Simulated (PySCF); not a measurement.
| atom | x (Å) | y (Å) | z (Å) |
| --- | --- | --- | --- |
| C | -3.3283 | -1.2710 | 0.3862 |
| C | -2.5839 | -0.4610 | 1.1225 |
| C | -1.6145 | 0.5252 | 0.6118 |
| C | -1.8311 | 1.2220 | -0.6994 |
| C | -0.7474 | 0.1973 | -0.5898 |
| Si | 1.0592 | 0.7227 | -0.6243 |
| P | 2.2443 | -1.1783 | -0.6624 |
| Si | 4.2440 | -0.4326 | -0.0553 |
| F | 4.7852 | 0.4412 | -1.2939 |
| H | -3.2890 | -1.2761 | -0.6904 |
| H | -4.0143 | -1.9679 | 0.8352 |
| H | -2.6629 | -0.5020 | 2.2016 |
| H | -1.1448 | 1.1163 | 1.3889 |
| H | -2.7211 | 0.9757 | -1.2590 |
| H | -1.5465 | 2.2612 | -0.7701 |
| H | -0.9663 | -0.7622 | -1.0458 |
| H | 1.3429 | 1.5964 | 0.5271 |
| H | 1.3861 | 1.4585 | -1.8498 |
| H | 1.8913 | -1.6113 | 0.6015 |
| H | 5.1811 | -1.5388 | 0.0741 |
| H | 4.3068 | 0.5018 | 1.0632 |

Geometry: GFN2-xTB.

Method: PySCF 2.14.0, PBE0/pcSseg-1, SCF density, gas phase, non-relativistic.

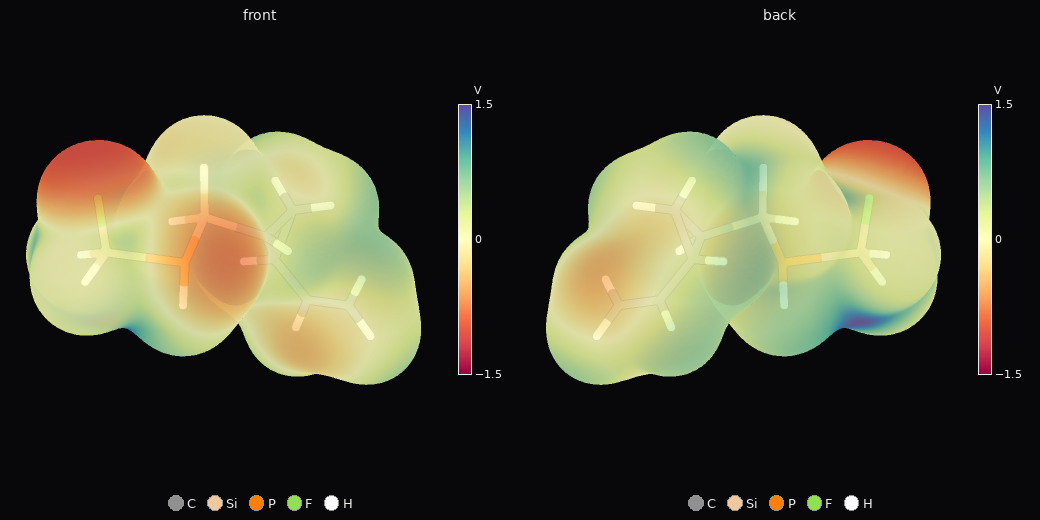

C5H12FPSi2. The molecular electrostatic potential painted on the density surface at 0.001 e/bohr³, seen from the front and from behind; the colour scale runs from red (negative) to blue (positive).

Question: Describe the electrostatic potential map.

Answer: The most negative region (about −1.1 V, or −25 kcal/mol for a unit charge) lies over F9, the most positive (about +1.3 V, or +30 kcal/mol for a unit charge) over Si8.
